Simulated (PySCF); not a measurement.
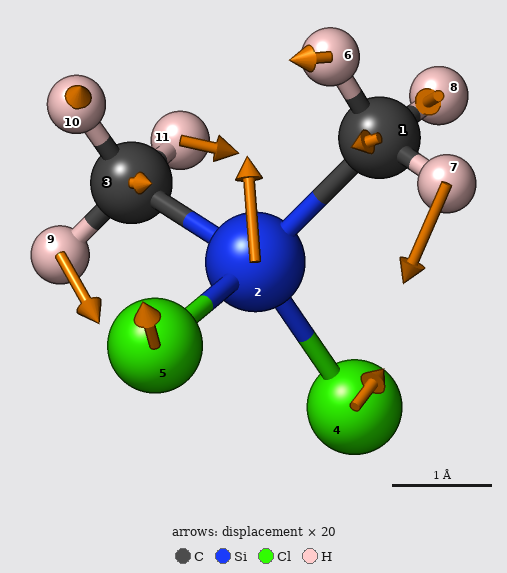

This is a relaxation of C₂H₆Cl₂Si. The starting structure is drawn; orange arrows show the displacements, magnified 20 times. The two geometries are superimposed by the best rigid fit.

The picture is a ball-and-stick view, seen from a free direction.

The start comes from GFN2-xTB.

Theory: PBE0-D3(BJ)/def2-SVP geometry optimisation, gas phase (PySCF 2.14.0, density-fitted response routines). 

**What did the optimiser do to the structure, and how much energy did it gain?**

The atom that moves furthest after the best rigid fit is H7 (0.057 Å). By element the largest moves are H 0.057 Å, Si 0.055 Å, Cl 0.032 Å, C 0.018 Å. Near-neighbour distances that change, for instance: C1–Si2 1.902 → 1.857 Å, Si2–Cl4 2.033 → 2.072 Å, C1–H6 1.086 → 1.101 Å. Among the angles between lasting bonds that change: C1–Si2–C3 112.4° → 114.8°. After 6 geometry steps the energy has fallen by 2.19 kcal/mol. The largest force component goes from 1.8 to 0.0094 eV/Å. The forces were under the threshold at step 3, but the run went on from there.
